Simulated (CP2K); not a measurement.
Consider imidazole dihydrate at its PBE geometry (Å).

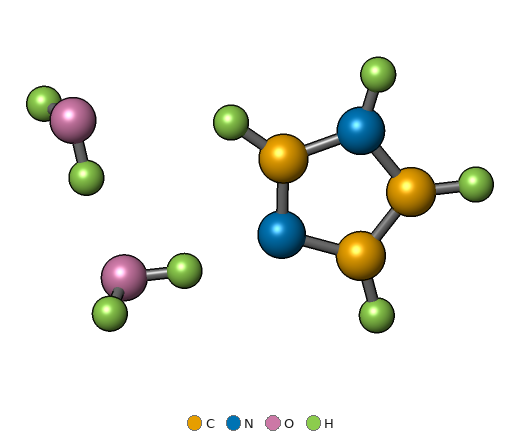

The molecule (carbon orange, nitrogen blue, oxygen pink, hydrogen green).

```xyz
15

C    -0.6789   -1.9470    0.3286
C    -0.2470   -2.4808   -0.8637
N     0.4562   -1.4643   -1.4821
C     0.4264   -0.3702   -0.6667
N    -0.2536   -0.6362    0.4423
O     0.6271    3.1544   -0.2413
O    -0.4234    1.6735    1.8623
H    -1.2694   -2.4232    1.1029
H    -0.3709   -3.4556   -1.3186
H     0.9084   -1.5153   -2.3885
H     0.8777    0.5873   -0.9149
H    -0.0521    3.7976   -0.5015
H     0.2362    2.6992    0.5507
H    -0.4123    0.7489    1.4645
H     0.1755    1.6318    2.6259
```

Method: CP2K XAS_TDP, all-electron GAPW, PBEh(45%), aug-cc-pVDZ, TDA, GW2X-corrected core level, no relativity.

Where do the N K-edge lines lie, and how strong are they?

Leading lines: N3 403.21 eV and N5 400.77 eV. The leading line of an atom is its first one with 35 % of the strongest within 2.5 eV of its lowest line over the strength cut. Core ionisation energies at this level: N3 407.59 and N5 405.45 eV.

The first six lines of each atom with a strength over 0.0015:

```
                              atom  energy (eV)  states  strength, one atom  above the computed threshold
          N3 (bonded to 2 C and H)       403.21       1              0.0356                              
                                         404.42       1              0.0159                              
                                         407.11       1              0.0044                              
                                         407.94       1              0.0039                           yes
                                         408.17       1              0.0236                           yes
                                         408.83       1              0.0105                           yes
N5 (bonded to 2 C, takes 1 H bond)       400.77       1              0.0485                              
                                         403.46       1              0.0019                              
                                         404.24       1              0.0027                              
                                         406.07       1              0.0037                           yes
                                         406.25       1              0.0029                           yes
                                         406.45       1              0.0034                           yes
```

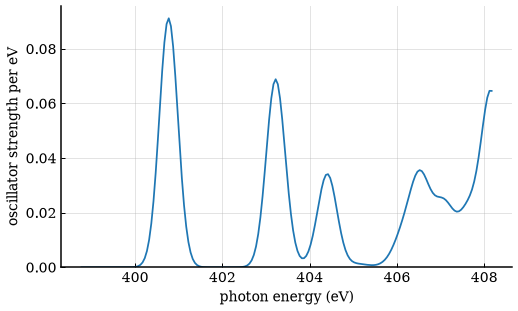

All atoms added, broadened by 0.5 eV.

Lines are vertical, at one geometry, with no vibrational structure. GW2X ionisation energies and lines can be off by 1 to 2 eV either way, and a good line position may hide errors that cancel. These values hold no scalar relativity, about 0.2 eV for N 1s. Rydberg lines, and the discretised continuum above threshold, depend on the basis and the box. This is one low-energy arrangement of the cluster, relaxed without a dispersion correction; others exist.

[Banner, clock and machine lines of the logs are left out without a mark of their own.]

[Logs are printed without paths, hosts, clocks, repeated set-up lines and the standing remarks that a program may print on its own settings, such as how far it seeks lower states.]

[Hosts, paths, dates, database ids (printed as entryN), source tags and the programs' standing remarks are cut or masked in the printed files.]
